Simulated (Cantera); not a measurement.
Feed: 1 mol Ti(NMe2)4, 11 mol O2, 9.7 mol CH4, held at 43.5 Torr.

Method: chemical equilibrium by Gibbs-energy minimisation in Cantera with the NASA 1993 tables (ideal gas, pure condensed phases). Candidate condensed phases: C, C6H6, C7H8, C8H18, H2O, Ti, TiC, TiN, TiO, TiO2, Ti2O3, Ti3O5, Ti4O7; 139 gas species. The feed counts by its element totals alone. Mutual solubility and eutectic melting of coexisting phases are not modelled. Condensed phases not in the tables: Magnéli phases beyond Ti4O7. Rates play no part.

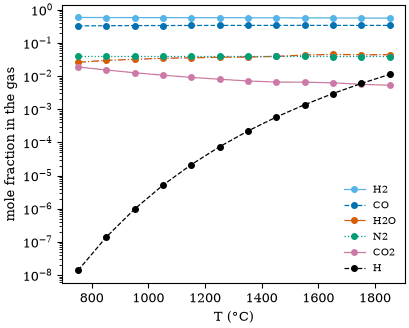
*Equilibrium gas composition (values under 1e-9 drawn at 1e-9)*

Read off the mole fractions at 1052 °C.

H2 about 0.58, CO about 0.34, N2 about 0.039, H2O about 0.034, CO2 about 0.011, H about 5.2e-6.
